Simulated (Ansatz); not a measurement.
Energy landscape of Ta

8 relaxations of Ta ended in 4 distinct structures. Computed with PBEsol (plane waves to 420 eV, PAW, scalar-relativistic; Ansatz, an electronic-structure program).

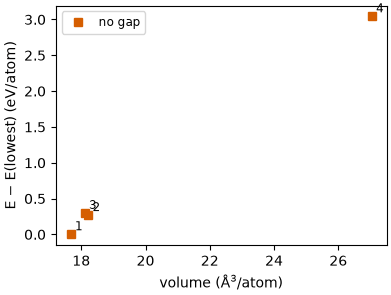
Figure. Energy against volume of the distinct structures, numbered as in the table

```csv
#,space group,Pearson,type,E − E(lowest) (eV/atom),V (Å³/atom),coordination,runs ending here
1,Im-3m,cI2,bcc (W type),0.00,17.68,Ta 8 (cubic)+6,3
2,Fm-3m,cF4,fcc (Cu type),0.27,18.22,Ta 12 (cuboctahedral),1
3,P6₃/mmc,hP2,hcp (Mg type),0.30,18.11,Ta 12 (anticuboctahedral),3
4,Fd-3m,cF8,diamond type,3.04,27.05,Ta 4 (tetrahedral),1
```

Coordination numbers (neighbours up to the widest gap in distance over summed covalent radii, below 1.35; n+m marks a second, longer set). All are gapless at this level. Im-3m, cI2, bcc (W type) is the lowest of the structures calculated here.

Space group Im-3m (No. 229); a = b = c = 3.2820 Å, α = β = γ = 90.00°

| atom | site | symmetry | x | y | z |
|---|---|---|---|---|---|
| Ta | 2a | m-3m | 0.0000 | 0.0000 | 0.0000 |
(The calculation used a cell of 1 atom; values per cell refer to that cell.)

Each run could gain symmetry but not lose that of its start, so entries can be saddle points. From databases, or of a type measured for this composition: Im-3m, cI2, bcc (W type); Fm-3m, cF4, fcc (Cu type); the others are generated cells (placed on structure types, drawn at random, substituted or restacked) that were not matched to a known phase here. Energies are at zero temperature and pressure, without zero-point motion. No spin polarisation in the result.
